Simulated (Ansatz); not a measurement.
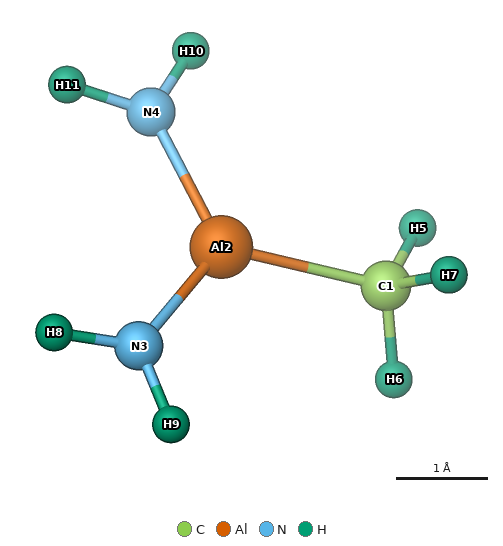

**Figure 1.** The structure as given in the input (ball-and-stick view, seen at a tilt; atoms are numbered from 1 in the order of the input). Sticks mark near contacts.

**CH7AlN2: one change and its effect**

System: CH7AlN2.
Method of run 1: RKS wB97M-V/def2-SVP (Ansatz 0.2.0).

The geometry comes from this level: PBE0-D4/def2-TZVP. Text and figures count atoms from 1; the logs count them from 0 in places.

**Input file, run 1**
```yaml
crystal:
  periodic: [false, false, false]
  atoms:
    - {symbol: C, position_ang: [-1.231924, 1.187463, -0.192136]}
    - {symbol: Al, position_ang: [0.166870, -0.152362, 0.024345]}
    - {symbol: N, position_ang: [0.532881, -0.828098, 1.622655]}
    - {symbol: N, position_ang: [1.097314, -0.731944, -1.369626]}
    - {symbol: H, position_ang: [-1.193079, 1.665986, -1.174308]}
    - {symbol: H, position_ang: [-1.154685, 1.975982, 0.562144]}
    - {symbol: H, position_ang: [-2.226515, 0.743068, -0.086356]}
    - {symbol: H, position_ang: [1.225471, -1.529602, 1.825054]}
    - {symbol: H, position_ang: [0.061534, -0.557260, 2.469678]}
    - {symbol: H, position_ang: [0.960754, -0.405341, -2.311737]}
    - {symbol: H, position_ang: [1.826778, -1.424993, -1.349114]}
basis:
  gaussian: {orbitals: def2-SVP}
hamiltonian: {xc: {name: wB97M-V}}
output: {orbitals: {seedname: orbitals}}
```

Hardware: 2 CPU threads, shared host.

**Output (run 1)**
```
Functional definition: wB97M-V
  parameter omega = 0.3/bohr
  parameter cx = 0.15
  parameter cx01 = 1.007
  parameter cx10 = 0.259
  parameter css00 = 0.443
  parameter css04 = -1.437
  parameter css10 = -4.535
  parameter css20 = -3.390
  parameter css43 = 4.278
  parameter cos00 = 1.000
  parameter cos10 = 1.358
  parameter cos20 = 2.924
  parameter cos21 = -8.812
  parameter cos60 = -1.390
  parameter cos61 = 9.142
  parameter b = 6.0
  parameter c = 0.01
  gx(w, u) = 1 - cx + cx01*u + cx10*w
  gss(w, u) = css00 + css04*u^4 + css10*w + css20*w^2 + css43*w^4*u^3
  gos(w, u) = cos00 + cos10*w + (cos20 + cos21*u)*w^2 + (cos60 + cos61*u)*w^6
  exchange = spin_sum(e_x_unif_sr(omega)*gx(b97_w, b97_u_x)) + cx*exact_x_sr(omega) + exact_x_lr(omega)
  correlation = spin_sum(e_c_pw_mod_same_spin*gss(b97_w, b97_u_same))
      + integral(e_c_pw_mod_opposite_spin*gos(b97_w_opposite, b97_u_opposite)) + vv10(b, c)
1115 factors; their error is unknown
296 factors; integrals over basis functions are off by at most 8.8e-6 eV
mean field evaluation 1: about -10713.1048 eV, gradient 6.7e1 eV
mean field evaluation 2: about -10714.9902 eV, gradient 6.1e1 eV
mean field evaluation 4: about -10722.5855 eV, gradient 1.7e0 eV
mean field evaluation 8: about -10722.5918 eV, gradient 4.3e-2 eV
mean field evaluation 16: about -10722.6258 eV, gradient 1.8e-5 eV
mean field -10722.62575672 eV, -394.0492285026 hartree, gradient 1.8e-5 eV, S^2 0.000000; 0 other end points of the search recorded, 0 dependent functions left out
reference -10722.62580269 eV, -394.0492301920 hartree; 20, 20 occupied and 75, 75 virtual orbitals, 1115 factors
Total energy: -10722.62580269 eV, -394.0492301920 hartree
```

For run 2 the input was changed thus:
```diff
-  gaussian: {orbitals: def2-SVP}
+  gaussian: {orbitals: "def2-QZVPP.json"}
```

Predict how the results change.

The total energy of run 2 is 186.4 kcal/mol lower, which measures the change of basis and not a stability. The HOMO goes from −8.81 to −9.22 eV. The LUMO goes from 2.29 to 1.23 eV. The basis functions go from 95 to 451.

**Output (run 2)**
```
Functional definition: wB97M-V
  parameter omega = 0.3/bohr
  parameter cx = 0.15
  parameter cx01 = 1.007
  parameter cx10 = 0.259
  parameter css00 = 0.443
  parameter css04 = -1.437
  parameter css10 = -4.535
  parameter css20 = -3.390
  parameter css43 = 4.278
  parameter cos00 = 1.000
  parameter cos10 = 1.358
  parameter cos20 = 2.924
  parameter cos21 = -8.812
  parameter cos60 = -1.390
  parameter cos61 = 9.142
  parameter b = 6.0
  parameter c = 0.01
  gx(w, u) = 1 - cx + cx01*u + cx10*w
  gss(w, u) = css00 + css04*u^4 + css10*w + css20*w^2 + css43*w^4*u^3
  gos(w, u) = cos00 + cos10*w + (cos20 + cos21*u)*w^2 + (cos60 + cos61*u)*w^6
  exchange = spin_sum(e_x_unif_sr(omega)*gx(b97_w, b97_u_x)) + cx*exact_x_sr(omega) + exact_x_lr(omega)
  correlation = spin_sum(e_c_pw_mod_same_spin*gss(b97_w, b97_u_same))
      + integral(e_c_pw_mod_opposite_spin*gos(b97_w_opposite, b97_u_opposite)) + vv10(b, c)
1329 factors; their error is unknown
389 factors; integrals over basis functions are off by at most 7.8e-6 eV
mean field evaluation 1: about -10717.9382 eV, gradient 8.2e1 eV
mean field evaluation 2: about -10719.0534 eV, gradient 7.7e1 eV
mean field evaluation 4: about -10730.6951 eV, gradient 2.5e0 eV
mean field evaluation 8: about -10730.7086 eV, gradient 7.2e-2 eV
mean field evaluation 16: about -10730.7086 eV, gradient 5.1e-5 eV
mean field -10730.70862718 eV, -394.3462685134 hartree, gradient 5.1e-5 eV, S^2 0.000000; 0 other end points of the search recorded, 0 dependent functions left out
reference -10730.70869501 eV, -394.3462710060 hartree; 20, 20 occupied and 431, 431 virtual orbitals, 1329 factors
Total energy: -10730.70869501 eV, -394.3462710060 hartree
```

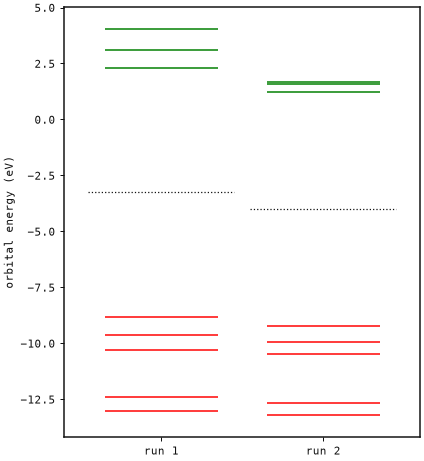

**Figure 2.** The five highest filled and three lowest empty orbital energies of the two runs; the dotted lines part filled from empty levels. The HOMO–LUMO gap is 11.09 eV in run 1 and 10.44 eV in run 2.

**The two runs side by side**

```tsv
quantity	run 1	run 2
outcome	converged	converged
total energy (hartree)	−394.049230	−394.346271
HOMO (eV)	−8.81	−9.22
LUMO (eV)	2.29	1.23
basis functions	95	451
wall time (shared host)	2.7 s	13 s
```
